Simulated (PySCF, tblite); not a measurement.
# C5H10O2SSi: geometry, infrared bands and NMR shifts

Aim: predict the infrared bands and NMR shifts of C5H10O2SSi (`C[Si@@H]1C=CO[C@H]1[S@@](C)=O`).

Programs: tblite 0.8.0 and PySCF 2.14.0, with density-fitted response routines of our own. Each step states its level of theory. These are calculated values for one molecule in the gas phase, unless marked as measured. Atoms count from 0, in the outputs and in this text.

## (1) The molecule as given

19 atoms, charge 0, multiplicity 1; geometry from: force field or distance geometry start.

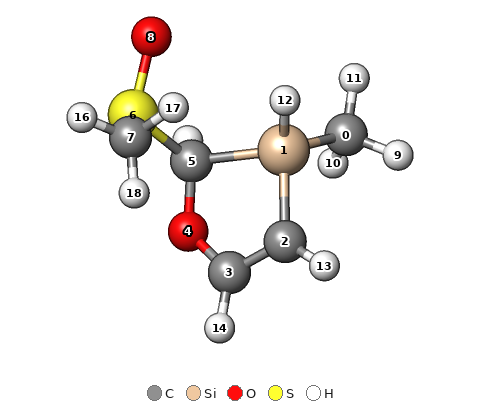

The starting geometry (carbon grey, silicon light orange, oxygen red, sulfur yellow, hydrogen white), atoms numbered.

## (2) Optimising the geometry with GFN2-xTB

The job: settings as JSON, then the geometry in Å.

```
{"job": {"kind": "relax", "xc": "GFN2-xTB", "basis": "xTB"}, "charge": 0, "multiplicity": 1}
C     -2.581000    -0.929200    -0.008100
Si    -0.948800    -0.288500     0.477800
C     -0.885200     1.567400     0.428000
C     -0.201400     1.909000    -0.653400
O      0.265800     0.882000    -1.368100
C      0.348500    -0.390100    -0.890900
S      1.883700    -0.971300    -0.259400
C      2.646500    -0.004300     1.026800
O      1.668100    -2.401300     0.281100
H     -3.379100    -0.398200     0.568100
H     -2.820300    -0.729900    -1.085600
H     -2.707000    -2.008700     0.229400
H     -0.389100    -0.829900     1.724100
H     -1.341000     2.247800     1.123600
H     -0.038200     2.979600    -0.890400
H     -0.003000    -1.098100    -1.671500
H      3.718600    -0.271500     1.109300
H      2.193000    -0.328700     2.010400
H      2.560000     1.073000     0.871800
```

Run with:

```
OMP_NUM_THREADS=1 python probes_run.py task.json out
```

The driver reads the jobs from task.json and runs them one after another.

The program printed:

```text
step      E/eV     max force
  0    -783.53207    5.506
  1    -784.49033    2.557
  2    -784.72553    0.865
  3    -784.81184    0.678
  4    -784.85836    0.511
  5    -784.90046    0.573
  6    -784.93616    0.603
  7    -784.96106    0.428
  8    -784.97589    0.266
  9    -784.98804    0.258
 10    -784.99839    0.273
 11    -785.00702    0.243
 12    -785.01494    0.196
 13    -785.02275    0.221
 14    -785.03075    0.274
 15    -785.03889    0.285
 16    -785.04739    0.207
 17    -785.05602    0.242
 18    -785.06437    0.249
 19    -785.07200    0.244
 20    -785.07845    0.220
 21    -785.08352    0.172
 22    -785.08743    0.154
 23    -785.09055    0.126
 24    -785.09315    0.144
 25    -785.09537    0.102
 26    -785.09756    0.102
 27    -785.10006    0.120
 28    -785.10295    0.139
 29    -785.10592    0.122
 30    -785.10851    0.143
 31    -785.11064    0.145
 32    -785.11249    0.108
 33    -785.11401    0.100
 34    -785.11512    0.080
 35    -785.11610    0.099
 36    -785.11729    0.114
 37    -785.11877    0.120
 38    -785.12025    0.098
 39    -785.12139    0.062
 40    -785.12237    0.114
 41    -785.12368    0.142
 42    -785.12557    0.134
 43    -785.12762    0.104
 44    -785.12912    0.082
 45    -785.13009    0.085
 46    -785.13087    0.084
 47    -785.13164    0.068
 48    -785.13217    0.049
 49    -785.13244    0.044
 50    -785.13263    0.045
 51    -785.13289    0.048
 52    -785.13329    0.059
 53    -785.13378    0.072
 54    -785.13423    0.055
 55    -785.13462    0.047
 56    -785.13501    0.060
 57    -785.13552    0.085
 58    -785.13630    0.100
 59    -785.13739    0.097
 60    -785.13873    0.103
 61    -785.14012    0.079
 62    -785.14122    0.081
 63    -785.14198    0.088
 64    -785.14219    0.132
 65    -785.14340    0.076
 66    -785.14447    0.082
 67    -785.14629    0.100
 68    -785.14725    0.090
 69    -785.14805    0.073
 70    -785.14886    0.070
 71    -785.14938    0.070
 72    -785.14978    0.051
 73    -785.15007    0.033
 74    -785.15027    0.029
 75    -785.15043    0.042
 76    -785.15060    0.047
 77    -785.15080    0.046
 78    -785.15108    0.046
 79    -785.15134    0.044
 80    -785.15162    0.039
 81    -785.15193    0.029
 82    -785.15213    0.023
 83    -785.15224    0.020
 84    -785.15233    0.020
 85    -785.15244    0.025
 86    -785.15255    0.026
 87    -785.15263    0.024
 88    -785.15268    0.022
 89    -785.15273    0.019
 90    -785.15279    0.016
 91    -785.15285    0.017
 92    -785.15289    0.016
 93    -785.15293    0.015
 94    -785.15298    0.016
 95    -785.15306    0.024
 96    -785.15317    0.028
 97    -785.15326    0.019
 98    -785.15330    0.016
 99    -785.15333    0.015
100    -785.15337    0.017
101    -785.15343    0.022
102    -785.15349    0.019
103    -785.15355    0.015
104    -785.15360    0.016
105    -785.15365    0.024
106    -785.15373    0.026
107    -785.15379    0.019
108    -785.15383    0.018
109    -785.15386    0.014
110    -785.15388    0.011
111    -785.15391    0.011
112    -785.15393    0.008
```

Wall time 0.87 s (1 thread of Arm Neoverse V2, shared host).

Relaxation path: (not every step is listed)

| step | energy from step 0 (eV) | largest force (eV/Å) |
| --- | --- | --- |
| 0 | 0.0000 | 5.5059 |
| 1 | -0.9583 | 2.5575 |
| 2 | -1.1935 | 0.8648 |
| 3 | -1.2798 | 0.6780 |
| 4 | -1.3263 | 0.5115 |
| 5 | -1.3684 | 0.5732 |
| 6 | -1.4041 | 0.6029 |
| 7 | -1.4290 | 0.4284 |
| 8 | -1.4438 | 0.2659 |
| 17 | -1.5240 | 0.2416 |
| 26 | -1.5655 | 0.1023 |
| 35 | -1.5840 | 0.0991 |
| 44 | -1.5970 | 0.0821 |
| 53 | -1.6017 | 0.0720 |
| 62 | -1.6091 | 0.0808 |
| 71 | -1.6173 | 0.0703 |
| 80 | -1.6196 | 0.0393 |
| 89 | -1.6207 | 0.0194 |
| 98 | -1.6212 | 0.0158 |
| 107 | -1.6217 | 0.0187 |
| 108 | -1.6218 | 0.0177 |
| 109 | -1.6218 | 0.0136 |
| 110 | -1.6218 | 0.0112 |
| 111 | -1.6218 | 0.0107 |
| 112 | -1.6219 | 0.0084 |

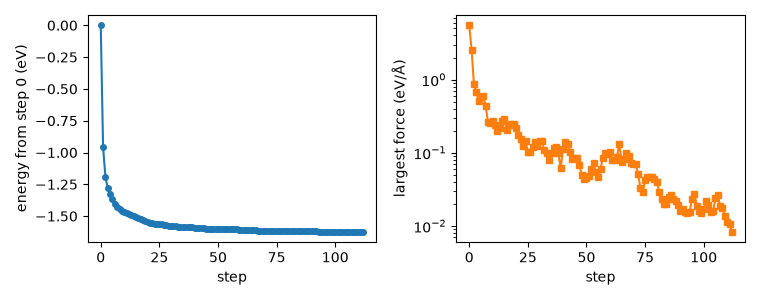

Energy and force, step by step.

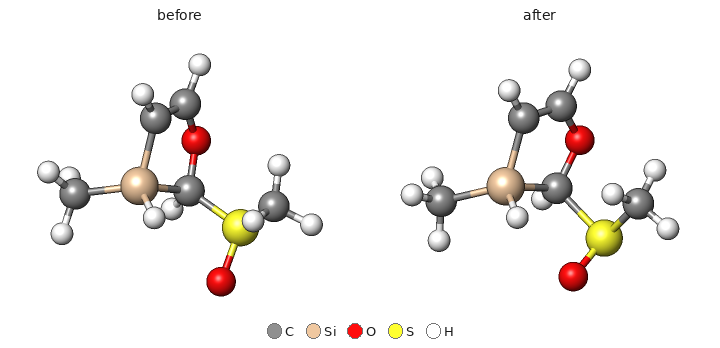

Before and after, at one scale.

Close pairs (by a distance rule), those that changed most:

| bond | before (Å) | after (Å) | change (Å) |
| --- | --- | --- | --- |
| C5–S6 | 1.759 | 1.855 | +0.096 |
| C0–Si1 | 1.820 | 1.894 | +0.075 |
| S6–O8 | 1.544 | 1.470 | -0.074 |
| S6–C7 | 1.781 | 1.844 | +0.063 |
| O4–C5 | 1.361 | 1.412 | +0.051 |
| Si1–C5 | 1.889 | 1.936 | +0.048 |
| C7–H17 | 1.131 | 1.083 | -0.047 |
| C0–H10 | 1.122 | 1.087 | -0.035 |

The final coordinates are the input of the step that follows.

## (3) Harmonic vibrations with GFN2-xTB

The job: settings as JSON, then the geometry in Å.

```
{"job": {"kind": "ir", "xc": "GFN2-xTB", "basis": "xTB"}, "charge": 0, "multiplicity": 1}
C     -2.582637    -1.110753     0.018813
Si    -0.984216    -0.268470     0.587733
C     -0.876105     1.602702     0.482377
C      0.020141     1.954673    -0.442066
O      0.677225     1.030035    -1.178092
C      0.338772    -0.295178    -0.825534
S      1.834133    -1.255395    -0.293594
C      2.549205     0.026650     0.822222
O      1.243726    -2.282038     0.577156
H     -3.362758    -0.972274     0.759522
H     -2.943554    -0.708738    -0.923944
H     -2.430247    -2.178574    -0.105295
H     -0.506362    -0.804223     1.860551
H     -1.396020     2.348356     1.052841
H      0.311841     2.959413    -0.714345
H      0.013918    -0.812583    -1.732468
H      3.449330    -0.394348     1.258231
H      1.838296     0.277924     1.600290
H      2.795509     0.892070     0.218469
```

The program printed:

```text
mode    cm-1     km/mol
  1      56.1      2.66
  2      67.5      5.46
  3     117.8      1.70
  4     121.0      1.79
  5     128.2      0.36
  6     151.1      4.54
  7     164.7     12.45
  8     218.8      0.15
  9     294.9      3.69
 10     311.6      2.13
 11     380.3     18.96
 12     394.4     29.29
 13     468.3     35.56
 14     583.9     33.74
 15     600.6     19.00
 16     652.0     18.86
 17     663.6     35.15
 18     679.6    129.17
 19     744.1     10.31
 20     757.3     38.21
 21     798.1     20.99
 22     810.8     52.21
 23     840.9    123.53
 24     850.1     89.56
 25     874.0     25.67
 26     879.2     18.24
 27     881.4     31.60
 28     979.2     63.42
 29    1045.7     97.55
 30    1098.9     60.23
 31    1113.0    245.67
 32    1167.7     62.57
 33    1237.0     12.10
 34    1277.2      5.03
 35    1285.1     22.08
 36    1363.0     14.92
 37    1436.0      5.32
 38    1449.2      7.14
 39    1469.9      1.06
 40    1478.5      0.83
 41    1602.6    239.53
 42    2289.0    237.39
 43    2926.1     26.69
 44    3032.5     15.21
 45    3045.2     14.26
 46    3055.6      1.10
 47    3058.2     20.79
 48    3064.5     32.92
 49    3067.8      4.12
 50    3080.4      6.03
 51    3142.6     18.56
```

It took 0.79 s on 1 thread of Arm Neoverse V2, shared host.

Which atoms move in the most intense modes:

| cm⁻¹ | km/mol | atoms |
| --- | --- | --- |
| 680 | 129.2 | C7 26 %, S6 23 %, H12 18 %, C5 11 % |
| 841 | 123.5 | H9 25 %, H10 22 %, C0 13 %, Si1 13 % |
| 850 | 89.6 | C2 23 %, Si1 19 %, H13 14 %, H11 13 % |
| 979 | 63.4 | O4 29 %, C5 28 %, H15 15 %, C3 11 % |
| 1046 | 97.5 | H13 37 %, O4 26 %, C5 21 % |
| 1113 | 245.7 | O8 57 %, S6 31 % |
| 1603 | 239.5 | C3 54 %, C2 40 % |
| 2289 | 237.4 | H12 97 % |

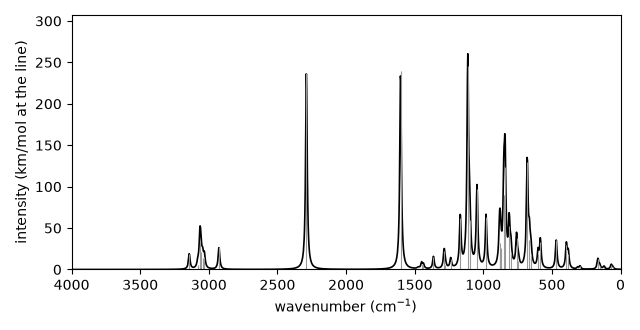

The infrared spectrum from these modes, unscaled. Lines are broadened to a width of 14 cm⁻¹ (Lorentzian).

## (4) Nuclear shieldings: PBE0/pcSseg-1

The job, as its differences from that of step 3:

```diff
@@ -1,2 +1,2 @@
-{"job": {"kind": "ir", "xc": "GFN2-xTB", "basis": "xTB"}, "charge": 0, "multiplicity": 1}
+{"job": {"kind": "nmr", "xc": "PBE0", "basis": "pcSseg-1"}, "charge": 0, "multiplicity": 1}
 C     -2.582637    -1.110753     0.018813
```

With the program's defaults for keys left out, this is: GIAO PBE0/pcSseg-1 NMR shielding, non-relativistic, gas phase.

The program printed:

```text
coarse grid: 17056 points
cycle   1  E = -1033.6111750554  dE =  1.491e+00  |g| = 1.016e+00  |ddm| = 4.120e+00
cycle   2  E = -1032.8621759244  dE =  7.490e-01  |g| = 2.141e+00  |ddm| = 3.616e+00
cycle   3  E = -1033.7855646250  dE = -9.234e-01  |g| = 3.648e-01  |ddm| = 3.136e+00
cycle   4  E = -1033.8128661424  dE = -2.730e-02  |g| = 1.218e-01  |ddm| = 4.625e-01
cycle   5  E = -1033.8153425761  dE = -2.476e-03  |g| = 4.410e-02  |ddm| = 1.158e-01
cycle   6  E = -1033.8156957781  dE = -3.532e-04  |g| = 1.308e-02  |ddm| = 3.835e-02
cycle   7  E = -1033.8157317147  dE = -3.594e-05  |g| = 4.277e-03  |ddm| = 1.480e-02
cycle   8  E = -1033.8157364139  dE = -4.699e-06  |g| = 8.718e-04  |ddm| = 4.776e-03
final grid: 155848 points
cycle   9  E = -1033.8926058695  dE = -2.269e-05  |g| = 1.462e-02  |ddm| = 3.199e-02
cycle  10  E = -1033.8925393905  dE =  6.648e-05  |g| = 2.332e-02  |ddm| = 3.122e-02
cycle  11  E = -1033.8926483627  dE = -1.090e-04  |g| = 3.124e-03  |ddm| = 2.163e-02
cycle  12  E = -1033.8926502489  dE = -1.886e-06  |g| = 3.852e-04  |ddm| = 2.827e-03
cycle  13  E = -1033.8926502659  dE = -1.702e-08  |g| = 2.269e-04  |ddm| = 4.473e-04
cycle  14  E = -1033.8926502756  dE = -9.647e-09  |g| = 5.679e-05  |ddm| = 2.498e-04
cycle  15  E = -1033.8926502762  dE = -6.894e-10  |g| = 2.413e-05  |ddm| = 7.440e-05
converged SCF energy = -1033.8926502762

GIAO shielding tensors (ppm)
atom      isotropic    diamagn.    paramagn.     s11        s22        s33       span
  0 C      188.354     253.529     -65.175    182.125    189.232    193.706     11.582
  1 Si     368.217     881.971    -513.754    319.923    389.858    394.871     74.949
  2 C       87.652     263.999    -176.347    -13.885    105.804    171.037    184.923
  3 C       17.579     252.841    -235.261    -93.864     58.687     87.915    181.779
  4 O      166.861     398.482    -231.621     79.498    166.295    254.790    175.293
  5 C       87.719     258.453    -170.734     34.390     97.481    131.285     96.894
  6 S      190.963    1053.523    -862.560     36.636    136.371    399.880    363.244
  7 C      148.641     256.230    -107.590    119.152    139.399    187.370     68.218
  8 O      288.246     399.643    -111.397     93.785    312.076    458.876    365.091
  9 H       31.208      28.724       2.483     26.473     27.956     39.193     12.720
 10 H       31.438      30.960       0.478     26.820     29.479     38.014     11.194
 11 H       31.334      30.392       0.942     26.433     29.277     38.290     11.857
 12 H       25.952      30.579      -4.626     22.833     25.525     29.499      6.666
 13 H       26.602      31.890      -5.288     25.559     26.700     27.548      1.989
 14 H       24.584      30.469      -5.885     21.754     24.552     27.446      5.692
 15 H       26.349      33.886      -7.537     24.873     25.854     28.319      3.446
 16 H       29.457      28.795       0.662     26.132     26.978     35.260      9.128
 17 H       29.456      32.749      -3.293     25.203     30.739     32.427      7.224
 18 H       29.970      31.855      -1.885     24.819     30.013     35.079     10.260
```

Wall time 56 s (1 thread of Arm Neoverse V2, shared host); peak memory 0.89 GiB.

Shifts follow as δ = σ(reference) − σ, with reference shieldings (ppm) from runs at the same level and on the same kind of geometry: 1H TMS 31.72, 13C TMS 186.9, 29Si TMS 349.2, 17O H2O 336.1, 33S CS2 504. The references are single molecules in the gas phase, so shifts against H2O, NH3, PH3, H3PO4 or CFCl3 are not on the usual liquid scales and can be off by tens of ppm. Atoms listed in one row are averaged.

| atoms | environment | σ (ppm) | δ (ppm) | δ scaled to CDCl3 |
| --- | --- | --- | --- | --- |
| C3 | alkene carbon bearing oxygen | 17.6 | 169.3 | 163.4 |
| C2 | β carbon of an enol-ether or enamine type C=C | 87.7 | 99.3 | 95.0 |
| C5 | sp3 CH bonded to O and S and Si | 87.7 | 99.2 | 90.5 |
| C7 | methyl carbon bonded to S | 148.6 | 38.3 | 31.0 |
| C0 | methyl carbon bonded to Si | 188.4 | -1.4 | -3.3 |
| H14 | hydrogen on an alkene carbon bearing oxygen | 24.58 | 7.13 | 6.83 |
| H12 | hydrogen on a silicon bonded to 3 C, in a 5-membered ring | 25.95 | 5.76 | – |
| H15 | hydrogen on an sp3 CH bonded to O and S and Si | 26.35 | 5.37 | 5.17 |
| H13 | hydrogen on a β carbon of an enol-ether or enamine type C=C | 26.60 | 5.11 | 4.93 |
| H16, H17, H18 | hydrogen on a methyl carbon bonded to S | 29.63 | 2.09 | 2.07 |
| H9, H10, H11 | hydrogen on a methyl carbon bonded to Si | 31.33 | 0.39 | 0.47 |
| Si1 | silicon bonded to 3 C, H, in a 5-membered ring | 368.2 | -19.1 | – |
| O4 | ether oxygen | 166.9 | 169.2 | – |
| O8 | S=O oxygen | 288.2 | 47.8 | – |
| S6 | sulfoxide sulfur | 191 | 313 | – |

The scaled column applies a straight-line fit of computed shieldings to shifts measured in CDCl3, with any fitted terms for Cl, Br or S neighbours (root-mean-square error 0.16 ppm for H, 1.9 ppm for C).

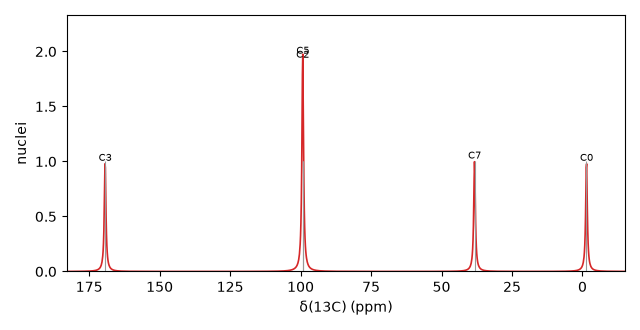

13C lines at the computed shifts, without couplings. Lines are broadened to a width of 0.68 ppm (Lorentzian).

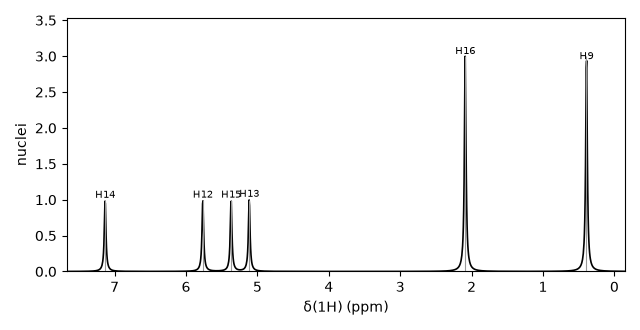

1H lines at the computed shifts, without couplings. Lines are broadened to a width of 0.03 ppm (Lorentzian).

Charges from the same density, by scheme (e):

| atoms | Mulliken | IAO | Hirshfeld | ESP fit |
| --- | --- | --- | --- | --- |
| C0 | -0.63 | -0.72 | -0.21 | -0.76 |
| Si1 | 0.85 | 0.88 | 0.35 | 0.88 |
| C2 | -0.51 | -0.54 | -0.20 | -0.72 |
| C3 | 0.17 | 0.08 | 0.04 | 0.16 |
| O4 | -0.43 | -0.33 | -0.11 | -0.27 |
| C5 | -0.35 | -0.34 | -0.06 | -0.14 |
| S6 | 0.63 | 1.08 | 0.32 | 0.24 |
| C7 | -0.41 | -0.58 | -0.14 | -0.37 |
| O8 | -0.62 | -0.91 | -0.36 | -0.45 |

Mulliken charges:

C0 -0.63; Si1 0.85; C2 -0.51; C3 0.17; O4 -0.43; C5 -0.35; S6 0.63; C7 -0.41; O8 -0.62; H9 0.14; H10 0.14; H11 0.15; H12 -0.02; H13 0.12; H14 0.11; H15 0.18; H16 0.16; H17 0.17; H18 0.15

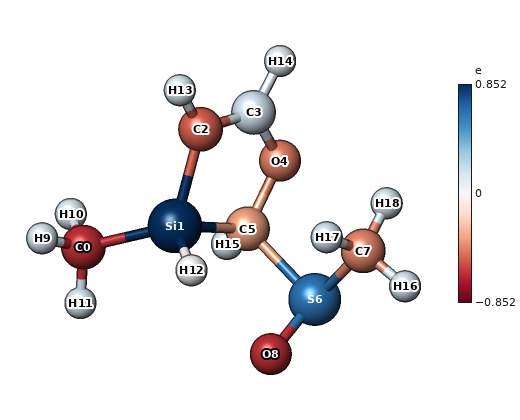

Mulliken charges, as colours on the atoms.

Mayer bond orders: C0–Si1 0.98, Si1–C2 0.87, C2–C3 1.81, C3–O4 1.03, O4–C5 0.86, C5–S6 0.86, S6–C7 0.89, S6–O8 1.50, C5–Si1 0.77.

Ring of atoms Si1, C2, C3, O4, C5: NICS(0) -4.1, NICS(1) -3.2, NICS(1)zz -5.0 ppm (means of both faces).

Orbitals, density, ELF and potential are computed afterwards from the orbital file.

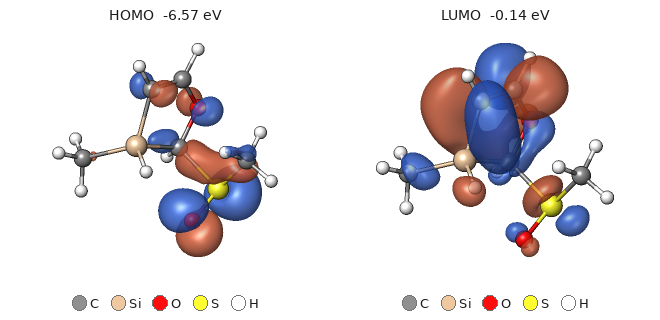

Frontier orbitals at PBE0/pcSseg-1; each surface holds 70 % of the orbital's density, blue and red mark the sign.

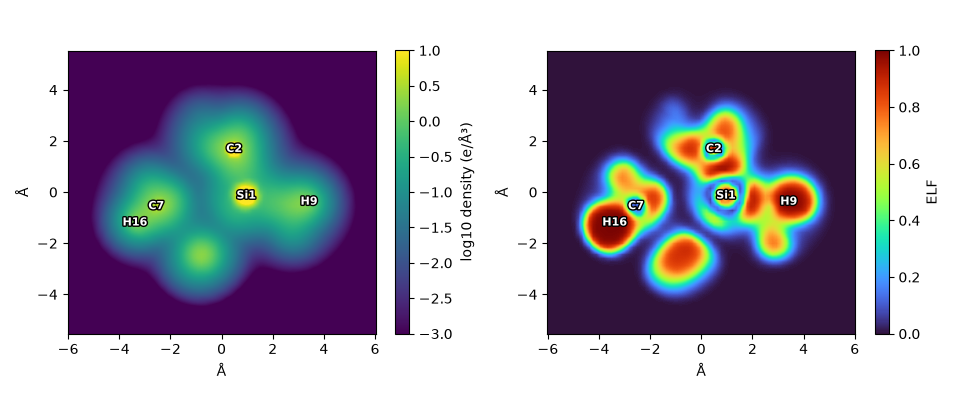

Density (left) and ELF (right) in a plane through or near 5 of the atoms.

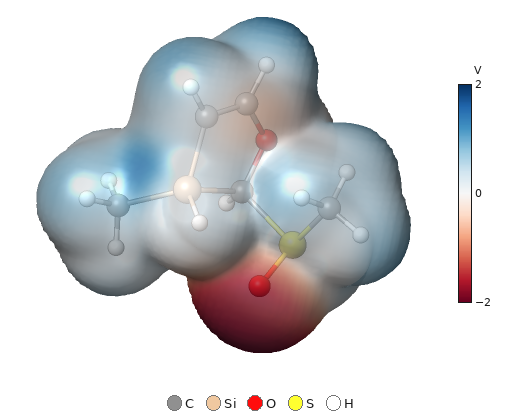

The potential that a unit positive charge feels on the 0.002 e/bohr³ surface, from -2.00 V near O8 to 1.13 V near H14.

## (5) Results

```
                                                              quantity                                   value
                             strongest single infrared mode (GFN2-xTB)                   1113 cm⁻¹, 246 km/mol
                                          zero-point energy (GFN2-xTB)                           87.6 kcal/mol
                                13C shifts against TMS (PBE0/pcSseg-1)       169.3, 99.3, 99.2, 38.3, -1.4 ppm
1H shifts against TMS (PBE0/pcSseg-1, means over atoms taken as alike)  7.13, 5.76, 5.37, 5.11, 2.09, 0.39 ppm
                               29Si shifts against TMS (PBE0/pcSseg-1)                               -19.1 ppm
                                17O shifts against H2O (PBE0/pcSseg-1)                         169.2, 47.8 ppm
                                33S shifts against CS2 (PBE0/pcSseg-1)                                 313 ppm
                                 surface potential, least and greatest                      -2.00 V and 1.13 V
```

What this shows: The optimisation took 112 steps and gained 1.622 eV; among the close pairs (by a distance rule), C5–S6 changed most, from 1.759 to 1.855 Å. No mode is imaginary among the 51: a minimum at this level. The strongest single mode, at 1113 cm⁻¹, moves mainly O8 and S6. Unscaled tight-binding wavenumbers are off by several per cent, some by more. Its intensities can rank the bands wrongly. The most deshielded carbon is C3 (alkene carbon bearing oxygen), at 169.3 ppm: an sp2 carbon further deshielded by the attached heteroatom. H14 (hydrogen on an alkene carbon bearing oxygen) lies farthest downfield among hydrogen, at 7.13 ppm; olefinic region.
